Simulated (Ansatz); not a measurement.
# AlFH6Si: what the fields show

The calculation's input:

```
crystal:
  periodic: [false, false, false]
  atoms:
    - {symbol: Al, position_ang: [-0.976571, -0.373839, -1.152981]}
    - {symbol: F, position_ang: [-0.815113, -0.651189, 0.639269]}
    - {symbol: H, position_ang: [-0.748681, -1.724775, -1.936664]}
    - {symbol: H, position_ang: [-2.086587, 0.703749, -1.459481]}
    - {symbol: Si, position_ang: [0.770910, 0.272235, 0.909538]}
    - {symbol: H, position_ang: [0.520588, 0.359738, -0.799856]}
    - {symbol: H, position_ang: [2.194919, 0.186349, 0.476240]}
    - {symbol: H, position_ang: [0.794968, -0.445655, 2.214380]}
    - {symbol: H, position_ang: [0.345367, 1.673487, 1.109455]}
basis:
  gaussian: {orbitals: def2-TZVPP}
hamiltonian: {xc: pbe0, dispersion: d4}
output: {orbitals: {seedname: orbitals}}
```

Launched as:

```sh
ansatz run in.yaml --threads 2 --pin off --events-out ev --progress --plain --max-ram 4352MiB
```

A transition-state structure; geometry: PBE0-D4/def2-TZVP.

All numbers below come from RKS PBE0-D4/def2-TZVPP in Ansatz.

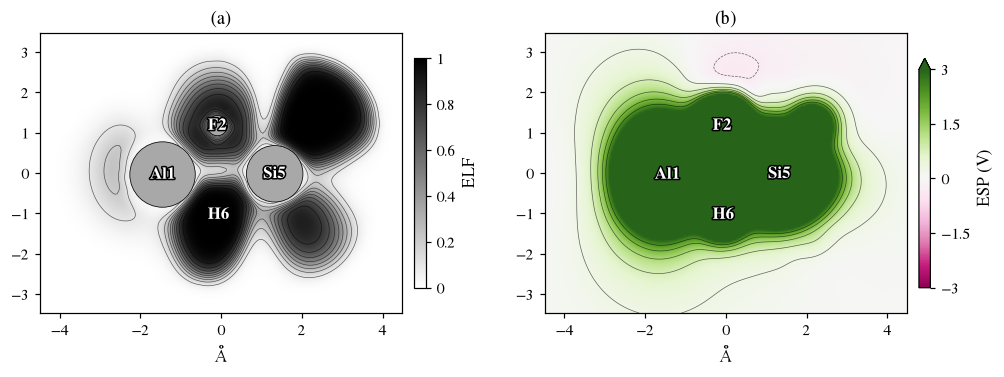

Figure 1. (a) ELF; (b) molecular electrostatic potential on the plane of atoms Al1, F2 and Si5. Grey discs cover the atomic cores in the ELF map.

Q: Read the bonding off the picture.

A:
- Atoms in the plane: Al, F, Si and H.
- Al–F (1.82 Å): the ELF peaks at about 0.85 in the valence shell of F, 0.6 Å from its nucleus, and is about 0.35 at the midpoint.
- Si–F (1.86 Å): the ELF peaks at about 0.85 in the valence shell of F, 0.5 Å from its nucleus, and is about 0.50 at the midpoint.
- Al–Si (2.78 Å): the ELF is about 0.20 at the midpoint.
- The ELF also peaks beside F2, away from the bonds: lone-pair regions.
- Outside the dense part of the molecule the potential is most negative (−0.4 V) near F2.

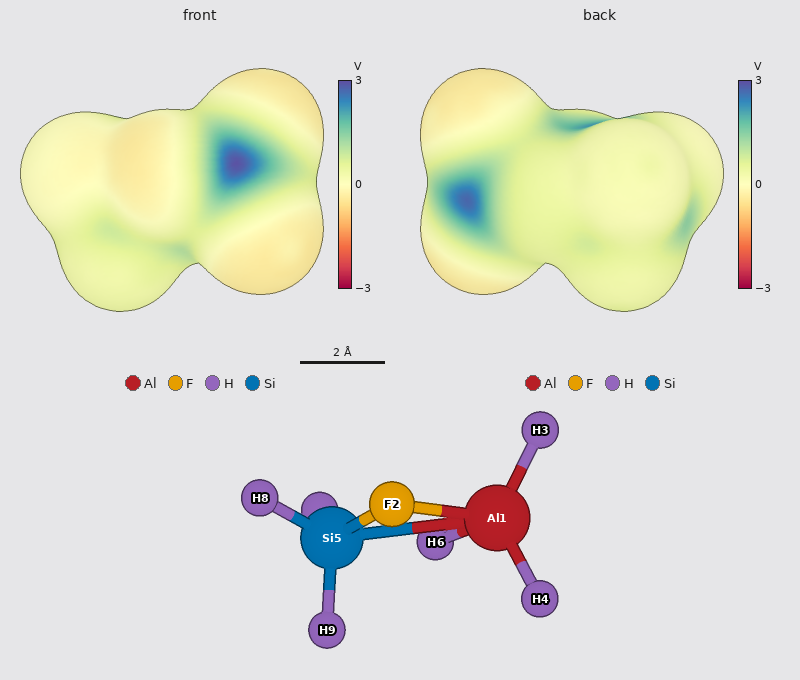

Figure 2. The molecular electrostatic potential painted on the density surface at 0.002 e/bohr³, seen from the front and from behind; red is negative and blue positive. The bare structure is drawn below in the same view.

Q: Where is the surface potential most negative and most positive?

A: The most negative region (about −0.4 V, or −9 kcal/mol for a unit charge) lies over F2, H3 and H4, the most positive (about +2.7 V, or +62 kcal/mol for a unit charge) over Al1.

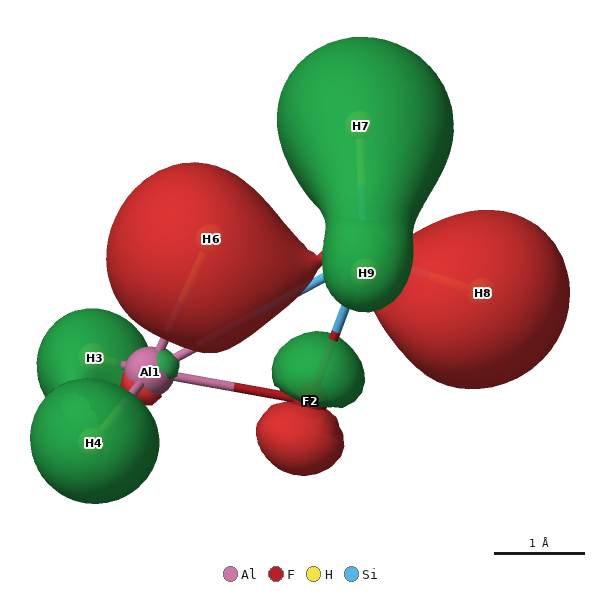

Figure 3. One frontier orbital at ±0.1 Å⁻³ᐟ² (green and red are the two phases), seen at an oblique angle.

Q: Which orbital is it: HOMO or LUMO?

A: The HOMO, at −8.35 eV. By Hirshfeld shares it lies mainly on Si5 (about 25 %), H7 (about 15 %), H8 (about 15 %), H6 (about 15 %) and Al1 (about 10 %).
